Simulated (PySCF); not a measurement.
SMILES CSCCC(C)(C)C, singlet, GFN2-xTB optimised geometry. Atoms within 1.6 Å of the plane z = 0.0 Å (x, y, z in Å): C1 (2.51, 1.19, 0.16), S2 (2.04, 0.08, -1.20), C3 (0.22, 0.29, -1.18), C4 (-0.42, -0.42, 0.00), C5 (-1.96, -0.42, 0.00), C6 (-2.51, 1.01, 0.00), C7 (-2.51, -1.18, -1.21), C8 (-2.43, -1.13, 1.28), H9 (3.59, 1.24, 0.16), H10 (2.16, 0.79, 1.11), H11 (2.09, 2.18, -0.01), H12 (0.02, 1.36, -1.18), H14 (-0.07, -1.45, 0.01), H15 (-0.08, 0.05, 0.93), H16 (-3.59, 1.00, 0.11), H17 (-2.28, 1.52, -0.93), H18 (-2.09, 1.58, 0.82), H19 (-3.59, -1.27, -1.13), H20 (-2.08, -2.18, -1.26), H23 (-3.51, -1.16, 1.32), H24 (-2.05, -2.15, 1.31).

Calculation: CAM-B3LYP/def2-SVP in PySCF 2.14.0. Cells within 0.4 Å of a nucleus heavier than hydrogen are left out (blank, or x).

Map of the HOMO amplitude (bohr^(-3/2)) on the plane z = 0.0 Å; orbital energy -7.35 eV, overall sign arbitrary:

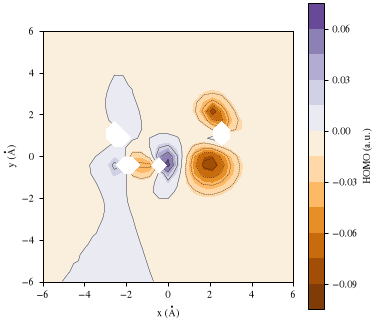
Figure. HOMO amplitude (bohr^(-3/2)) on the plane z = 0.0 Å.
